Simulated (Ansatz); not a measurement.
Nudged elastic band, with input and output: AlN$_{2}$H$_{6}$F$_{3}$

System: AlN$_{2}$H$_{6}$F$_{3}$.
Method: RKS revPBE-D4/def2-SVP (Ansatz 0.2.0).

One setting was made poor on purpose. It belongs to a series of runs on one base structure; here: band between the two ends. Figures and captions count atoms from 1; the log counts them from 0 in places.

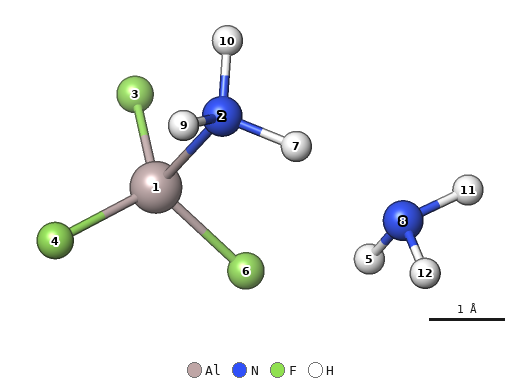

*The starting structure (ball-and-stick view, seen at a tilt; atoms are numbered from 1 in the order of the input). Sticks mark near contacts.*

Bond lengths as drawn: Al–F 1.69 to 1.71 Å, Al–N 1.99 Å and H–N 1.03 to 1.08 Å.

### The input
```yaml
crystal:
  periodic: [false, false, false]
  atoms:
    - { symbol: Al, position_ang: [-0.126888, -1.659846, 0.474709] }
    - { symbol: "N", position_ang: [-1.125119, -0.154234, -0.36336] }
    - { symbol: F, position_ang: [-0.069344, -2.809309, -0.763809] }
    - { symbol: F, position_ang: [-1.059397, -2.01969, 1.838195] }
    - { symbol: H, position_ang: [1.475322, 0.944354, 0.258989] }
    - { symbol: F, position_ang: [1.384337, -0.940767, 0.830888] }
    - { symbol: H, position_ang: [-0.4781, 0.704732, -0.397827] }
    - { symbol: "N", position_ang: [0.946797, 1.712648, -0.192195] }
    - { symbol: H, position_ang: [-1.970379, 0.086666, 0.171869] }
    - { symbol: H, position_ang: [-1.425856, -0.383829, -1.320321] }
    - { symbol: H, position_ang: [1.500362, 2.016996, -1.004061] }
    - { symbol: H, position_ang: [0.948066, 2.502282, 0.467023] }
basis:
  gaussian: { orbitals: def2-SVP }
hamiltonian:
  xc: revpbe
  dispersion: d4
neb:
  order_check: false
  images: 9
  f_tol: 0.05
  max_iterations: 60
  initial_path: linear
  final_atoms:
    - { symbol: Al, position_ang: [-0.12489322, -1.69701212, 0.4874087] }
    - { symbol: "N", position_ang: [-1.06120718, -0.12021908, -0.34018575] }
    - { symbol: F, position_ang: [-0.09777434, -2.79130278, -0.79671197] }
    - { symbol: F, position_ang: [-1.12219434, -2.04217659, 1.80388535] }
    - { symbol: H, position_ang: [1.50585371, 0.93908114, 0.27721245] }
    - { symbol: F, position_ang: [1.37036164, -0.97522748, 0.86871592] }
    - { symbol: H, position_ang: [-0.39316134, 0.68518864, -0.35380374] }
    - { symbol: "N", position_ang: [1.35375481, 1.88110851, -0.106279] }
    - { symbol: H, position_ang: [-1.89615249, 0.15734269, 0.1946623] }
    - { symbol: H, position_ang: [-1.35810711, -0.31317546, -1.30701394] }
    - { symbol: H, position_ang: [1.19862584, 1.87740443, -1.11671922] }
    - { symbol: H, position_ang: [0.62469504, 2.3989911, 0.3889289] }
```

Hardware: 2 threads of Arm Neoverse V2, 24 GiB of memory available, shared host.

Command:
```bash
ansatz run input.yaml --threads 2 --pin off --max-ram 3072MiB --backend cpu --events-out ev --progress --plain --runs-dir out
```

### The program's output
```
Engine: ansatz 0.2.0, aarch64-unknown-linux-gnu
Functional definition: revPBE
  parameter kappa = 1.245
  parameter beta = 0.06672455060314922
  exchange = pbe_x(kappa = kappa, mu = beta*pi^2/3)
  correlation = pbe_c(beta = beta)
1329 factors; their error is unknown
mean field evaluation 1: about -17802.5280 eV, gradient 9.2e1 eV
mean field evaluation 2: about -17773.4038 eV, gradient 1.5e2 eV
mean field evaluation 4: about -17817.1403 eV, gradient 8.3e0 eV
mean field evaluation 8: about -17817.2693 eV, gradient 1.5e-1 eV
mean field evaluation 16: about -17817.1943 eV, gradient 1.6e-4 eV
mean field -17817.19430505 eV, -654.7698137827 hartree, gradient 3.3e-5 eV, S^2 0.000000; 0 other end points of the search recorded, 0 dependent functions left out
the calculation of the forces begins
reference -17817.19436425 eV, -654.7698159580 hartree; 30, 30 occupied and 88, 88 virtual orbitals, 1329 factors
1329 factors; their error is unknown
mean field evaluation 32: about -17816.7506 eV, gradient 4.5e-3 eV
mean field -17816.75059244 eV, -654.7535076450 hartree, gradient 5.0e-5 eV, S^2 0.000000; 0 other end points of the search recorded, 0 dependent functions left out
[... from here on the field's lines of each further geometry are left out, up to the last ...]
NEB iter   1: max|band force component| = 3.867e0 eV/Å  barrier→ = 0.6554 eV  barrier← = 0.1875 eV  Δτ_max = 0.1250 Å  (308 SCF iters)
NEB iter   2: max|band force component| = 1.120e0 eV/Å  barrier→ = 0.4716 eV  barrier← = 0.0037 eV  Δτ_max = 0.0701 Å  (252 SCF iters)
NEB iter   3: max|band force component| = 2.977e-1 eV/Å  barrier→ = 0.4707 eV  barrier← = 0.0028 eV  CI = image 9  Δτ_max = 0.0491 Å  (257 SCF iters)
NEB iter   4: max|band force component| = 1.493e-1 eV/Å  barrier→ = 0.4701 eV  barrier← = 0.0022 eV  CI = image 9  Δτ_max = 0.0231 Å  (260 SCF iters)
NEB iter   5: max|band force component| = 5.200e-2 eV/Å  barrier→ = 0.4692 eV  barrier← = 0.0013 eV  CI = image 9  Δτ_max = 0.0040 Å  (253 SCF iters)
the calculation of the forces begins
reference -17816.75059714 eV, -654.7535078174 hartree; 30, 30 occupied and 88, 88 virtual orbitals, 1329 factors
1329 factors; their error is unknown
mean field -17816.74395340 eV, -654.7532636646 hartree, gradient 1.1e-5 eV, S^2 0.000000; 1 other end points of the search recorded, 0 dependent functions left out
the calculation of the forces begins
reference -17816.74401073 eV, -654.7532657715 hartree; 30, 30 occupied and 88, 88 virtual orbitals, 1329 factors
NEB iter   6: max|band force component| = 3.053e-2 eV/Å  barrier→ = 0.4692 eV  barrier← = 0.0012 eV  CI = image 9  Δτ_max = 0.0000 Å  (461 SCF iters)
```

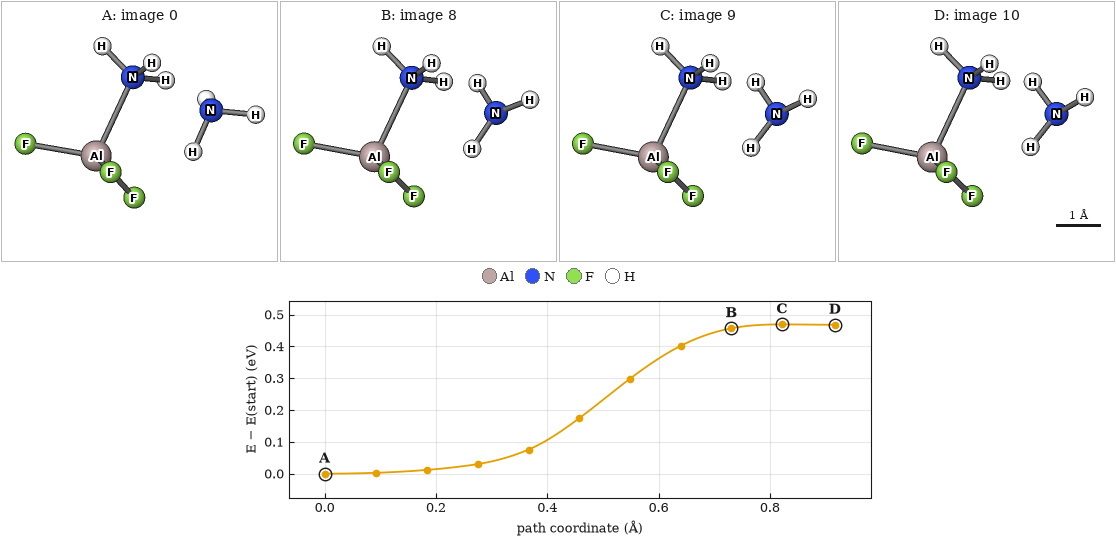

*Images of the last band (counted from 0; ball-and-stick, seen at a tilt) above the energy along the path; the line is a cubic interpolation that uses the forces.*

The highest image is number 9, 0.469 eV above the start and 0.001 eV above the end (the climbing image); the end lies 0.468 eV above the start. The path is 0.92 Å long. The band converged in 6 iterations.

```
Total energy: -17817.30910398 eV, -654.7740325655 hartree
Atom 0 at    -0.138749    -1.689872     0.487244 Å, force    -0.010430    -0.002518    -0.003209 eV/Å
Atom 1 at    -1.060073    -0.110671    -0.344227 Å, force     0.002103    -0.003998     0.001531 eV/Å
Atom 2 at    -0.134805    -2.804647    -0.780070 Å, force    -0.000084     0.000006     0.000152 eV/Å
Atom 3 at    -1.119563    -2.011686     1.822569 Å, force     0.000434     0.000826     0.000725 eV/Å
Atom 4 at     1.504737     0.900995     0.269068 Å, force     0.000869     0.003794    -0.000210 eV/Å
Atom 5 at     1.373037    -0.988093     0.845424 Å, force     0.008683     0.004421     0.000763 eV/Å
Atom 6 at    -0.378117     0.690533    -0.356155 Å, force    -0.001076     0.001317     0.000189 eV/Å
Atom 7 at     1.318099     1.835659    -0.111266 Å, force    -0.001133    -0.007104     0.000682 eV/Å
Atom 8 at    -1.893084     0.176259     0.188528 Å, force    -0.000577     0.000055    -0.000446 eV/Å
Atom 9 at    -1.358066    -0.301778    -1.311062 Å, force     0.001164     0.001340    -0.000243 eV/Å
Atom 10 at     1.226934     1.895073    -1.124196 Å, force    -0.005705     0.006763     0.016787 eV/Å
Atom 11 at     0.659452     2.408229     0.414242 Å, force     0.005751    -0.004902    -0.016720 eV/Å
Dipole moment:    -0.652714     1.018022    -0.557674 e Å
this run last wrote the band of iteration 6 to [file]
```

### The last band as extended XYZ (Å, eV, eV/Å)
```
12
Properties=species:S:1:pos:R:3:forces:R:3 image=0 energy=-17817.77823
Al   -0.1269   -1.6598    0.4747    0.0026   0.0028  -0.0026
N    -1.1251   -0.1542   -0.3634    0.0066   0.0005   0.0050
F    -0.0693   -2.8093   -0.7638   -0.0002   0.0005   0.0034
F    -1.0594   -2.0197    1.8382    0.0022  -0.0007  -0.0002
H     1.4753    0.9444    0.2590   -0.0002   0.0007  -0.0004
F     1.3843   -0.9408    0.8309   -0.0036  -0.0018  -0.0003
H    -0.4781    0.7047   -0.3978   -0.0024  -0.0030  -0.0016
N     0.9468    1.7126   -0.1922   -0.0063  -0.0003  -0.0025
H    -1.9704    0.0867    0.1719   -0.0035   0.0022   0.0018
H    -1.4259   -0.3838   -1.3203    0.0007   0.0015  -0.0057
H     1.5004    2.0170   -1.0041    0.0006  -0.0004   0.0036
H     0.9481    2.5023    0.4670    0.0035  -0.0019  -0.0005
12
Properties=species:S:1:pos:R:3:forces:R:3 image=1 energy=-17817.77551
Al   -0.1358   -1.6716    0.4765    0.0064   0.0083  -0.0005
N    -1.1111   -0.1514   -0.3569   -0.0030  -0.0031  -0.0004
F    -0.0827   -2.8172   -0.7660    0.0047  -0.0017   0.0010
F    -1.0766   -2.0328    1.8341    0.0050  -0.0001   0.0038
H     1.5072    0.9656    0.2600   -0.0183  -0.0069  -0.0050
F     1.3781   -0.9623    0.8406   -0.0024   0.0091  -0.0046
H    -0.4455    0.6967   -0.3830   -0.0275  -0.0012  -0.0096
N     0.9451    1.7072   -0.1941    0.0012   0.0071  -0.0006
H    -1.9531    0.1054    0.1758   -0.0122  -0.0118  -0.0006
H    -1.4106   -0.3661   -1.3176   -0.0106  -0.0115  -0.0007
H     1.4681    2.0207   -1.0220    0.0280   0.0058   0.0097
H     0.9167    2.5059    0.4526    0.0287   0.0060   0.0076
12
Properties=species:S:1:pos:R:3:forces:R:3 image=2 energy=-17817.76642
Al   -0.1407   -1.6752    0.4765   -0.0032   0.0020  -0.0026
N    -1.0975   -0.1454   -0.3527   -0.0218  -0.0200   0.0011
F    -0.0935   -2.8177   -0.7694    0.0109  -0.0081   0.0027
F    -1.0874   -2.0331    1.8312    0.0099  -0.0051   0.0098
H     1.5354    0.9780    0.2659   -0.0322  -0.0019  -0.0124
F     1.3779   -0.9785    0.8459   -0.0015   0.0130  -0.0054
H    -0.4127    0.6919   -0.3687   -0.0462   0.0025  -0.0193
N     0.9421    1.6917   -0.1916   -0.0036   0.0228  -0.0064
H    -1.9360    0.1260    0.1777   -0.0268  -0.0276  -0.0024
H    -1.3942   -0.3458   -1.3170   -0.0253  -0.0264  -0.0008
H     1.4294    2.0094   -1.0386    0.0667   0.0268   0.0265
H     0.8770    2.4988    0.4409    0.0730   0.0220   0.0091
12
Properties=species:S:1:pos:R:3:forces:R:3 image=3 energy=-17817.74809
Al   -0.1431   -1.6738    0.4760   -0.0204   0.0008  -0.0091
N    -1.0835   -0.1364   -0.3496   -0.0418  -0.0370   0.0021
F    -0.1014   -2.8134   -0.7730    0.0201  -0.0158   0.0054
F    -1.0954   -2.0282    1.8278    0.0171  -0.0115   0.0181
H     1.5565    0.9762    0.2726   -0.0311   0.0621  -0.0328
F     1.3791   -0.9863    0.8494    0.0058   0.0071  -0.0010
H    -0.3821    0.6928   -0.3578   -0.0561  -0.0117  -0.0198
N     0.9462    1.6746   -0.1861   -0.0960   0.0091  -0.0363
H    -1.9184    0.1458    0.1800   -0.0463  -0.0377  -0.0054
H    -1.3780   -0.3270   -1.3161   -0.0435  -0.0362  -0.0063
H     1.3882    1.9908   -1.0574    0.1263   0.0523   0.0952
H     0.8319    2.4849    0.4342    0.1658   0.0184  -0.0100
12
Properties=species:S:1:pos:R:3:forces:R:3 image=4 energy=-17817.70242
Al   -0.1427   -1.6729    0.4766   -0.0486   0.0251  -0.0263
N    -1.0711   -0.1262   -0.3474   -0.0545  -0.0619   0.0039
F    -0.1096   -2.8090   -0.7757    0.0302  -0.0185   0.0096
F    -1.1023   -2.0230    1.8243    0.0268  -0.0145   0.0231
H     1.5658    0.9565    0.2809    0.0402   0.2096  -0.0541
F     1.3803   -0.9879    0.8504    0.0206  -0.0039   0.0075
H    -0.3625    0.6976   -0.3522   -0.0123  -0.0032  -0.0057
N     0.9796    1.6752   -0.1754   -0.5085  -0.1992  -0.1215
H    -1.9050    0.1587    0.1823   -0.0502  -0.0327  -0.0071
H    -1.3655   -0.3149   -1.3142   -0.0470  -0.0318  -0.0099
H     1.3494    1.9709   -1.0845    0.2500   0.1109   0.2274
H     0.7834    2.4748    0.4351    0.3532   0.0199  -0.0469
12
Properties=species:S:1:pos:R:3:forces:R:3 image=5 energy=-17817.60339
Al   -0.1416   -1.6755    0.4786   -0.0566   0.0479  -0.0365
N    -1.0652   -0.1204   -0.3463   -0.0391  -0.0460   0.0039
F    -0.1159   -2.8074   -0.7771    0.0304  -0.0154   0.0136
F    -1.1071   -2.0199    1.8230    0.0297  -0.0137   0.0193
H     1.5612    0.9322    0.2857    0.1703   0.2458  -0.0172
F     1.3800   -0.9875    0.8498    0.0282  -0.0092   0.0118
H    -0.3598    0.6991   -0.3518    0.0490   0.0186   0.0103
N     1.0406    1.6989   -0.1621   -0.9622  -0.4553  -0.2059
H    -1.8992    0.1646    0.1838   -0.0369  -0.0247  -0.0074
H    -1.3608   -0.3099   -1.3130   -0.0355  -0.0223  -0.0061
H     1.3213    1.9561   -1.1086    0.3637   0.1795   0.2335
H     0.7462    2.4697    0.4380    0.4591   0.0949  -0.0194
12
Properties=species:S:1:pos:R:3:forces:R:3 image=6 energy=-17817.47912
Al   -0.1407   -1.6788    0.4808   -0.0484   0.0497  -0.0340
N    -1.0624   -0.1167   -0.3457   -0.0210  -0.0260   0.0040
F    -0.1209   -2.8065   -0.7779    0.0242  -0.0111   0.0127
F    -1.1105   -2.0176    1.8227    0.0251  -0.0106   0.0136
H     1.5502    0.9142    0.2860    0.2218   0.1492   0.0341
F     1.3787   -0.9875    0.8489    0.0289  -0.0086   0.0119
H    -0.3628    0.6978   -0.3526    0.0707   0.0276   0.0157
N     1.1091    1.7303   -0.1486   -1.0040  -0.4992  -0.2078
H    -1.8965    0.1683    0.1850   -0.0225  -0.0167  -0.0067
H    -1.3590   -0.3070   -1.3122   -0.0223  -0.0132  -0.0023
H     1.2971    1.9421   -1.1239    0.3565   0.1947   0.1245
H     0.7176    2.4613    0.4376    0.3911   0.1642   0.0341
12
Properties=species:S:1:pos:R:3:forces:R:3 image=7 energy=-17817.37620
Al   -0.1400   -1.6823    0.4830   -0.0336   0.0364  -0.0243
N    -1.0608   -0.1138   -0.3452   -0.0111  -0.0157   0.0038
F    -0.1255   -2.8058   -0.7785    0.0155  -0.0069   0.0084
F    -1.1135   -2.0155    1.8226    0.0164  -0.0062   0.0087
H     1.5359    0.9027    0.2830    0.1609   0.0394   0.0477
F     1.3771   -0.9877    0.8479    0.0251  -0.0046   0.0094
H    -0.3675    0.6957   -0.3537    0.0586   0.0248   0.0126
N     1.1795    1.7645   -0.1355   -0.6753  -0.3492  -0.1361
H    -1.8949    0.1713    0.1861   -0.0104  -0.0089  -0.0049
H    -1.3582   -0.3049   -1.3117   -0.0104  -0.0054  -0.0001
H     1.2736    1.9274   -1.1314    0.2361   0.1446   0.0267
H     0.6941    2.4484    0.4335    0.2282   0.1517   0.0482
12
Properties=species:S:1:pos:R:3:forces:R:3 image=8 energy=-17817.32128
Al   -0.1393   -1.6859    0.4851   -0.0210   0.0163  -0.0132
N    -1.0600   -0.1117   -0.3447   -0.0047  -0.0131   0.0034
F    -0.1300   -2.8051   -0.7791    0.0067  -0.0033   0.0028
F    -1.1163   -2.0135    1.8226    0.0068  -0.0021   0.0049
H     1.5198    0.8980    0.2771    0.0539  -0.0031   0.0214
F     1.3752   -0.9880    0.8468    0.0194   0.0015   0.0055
H    -0.3726    0.6932   -0.3549    0.0294   0.0160   0.0057
N     1.2496    1.8001   -0.1231   -0.2440  -0.1480  -0.0418
H    -1.8938    0.1740    0.1873   -0.0028  -0.0023  -0.0024
H    -1.3579   -0.3031   -1.3113   -0.0020   0.0001   0.0003
H     1.2505    1.9115   -1.1318    0.0816   0.0670   0.0008
H     0.6747    2.4306    0.4261    0.0767   0.0710   0.0126
12
Properties=species:S:1:pos:R:3:forces:R:3 image=9 energy=-17817.30905
Al   -0.1387   -1.6899    0.4872   -0.0104  -0.0025  -0.0032
N    -1.0601   -0.1107   -0.3442    0.0021  -0.0040   0.0015
F    -0.1348   -2.8046   -0.7801   -0.0001   0.0000   0.0002
F    -1.1196   -2.0117    1.8226    0.0004   0.0008   0.0007
H     1.5047    0.9010    0.2691    0.0009   0.0038  -0.0002
F     1.3730   -0.9881    0.8454    0.0087   0.0044   0.0008
H    -0.3781    0.6905   -0.3562   -0.0011   0.0013   0.0002
N     1.3181    1.8357   -0.1113   -0.0011  -0.0071   0.0007
H    -1.8931    0.1763    0.1885   -0.0006   0.0001  -0.0004
H    -1.3581   -0.3018   -1.3111    0.0012   0.0013  -0.0002
H     1.2269    1.8951   -1.1242   -0.0057   0.0068   0.0168
H     0.6595    2.4082    0.4142    0.0058  -0.0049  -0.0167
12
Properties=species:S:1:pos:R:3:forces:R:3 image=10 energy=-17817.31029
Al   -0.1393   -1.6954    0.4892    0.0015   0.0036  -0.0010
N    -1.0637   -0.1102   -0.3358   -0.0224  -0.0221   0.0015
F    -0.1280   -2.7908   -0.7942    0.0003  -0.0063  -0.0013
F    -1.1345   -2.0300    1.8100   -0.0015  -0.0018   0.0038
H     1.5160    0.9247    0.2704    0.0014  -0.0068   0.0026
F     1.3644   -0.9878    0.8638   -0.0006   0.0047  -0.0033
H    -0.3880    0.6887   -0.3527    0.0197   0.0187   0.0017
N     1.3714    1.8679   -0.1132   -0.0057   0.0118  -0.0064
H    -1.8937    0.1758    0.2023   -0.0009   0.0015  -0.0007
H    -1.3664   -0.3010   -1.3012   -0.0006  -0.0002  -0.0033
H     1.2121    1.8650   -1.1230    0.0035  -0.0007   0.0056
H     0.6494    2.3931    0.3846    0.0052  -0.0023   0.0009
```

### Summary

- outcome: converged
- barrier, forward: 0.469 eV
- barrier, backward: 0.001 eV
- wall time: 2.1 min (CPU time 4.1 min)
- peak memory: 0.14 GiB

A deliberately poor setting: straight start. The order of the saddle point was not checked.
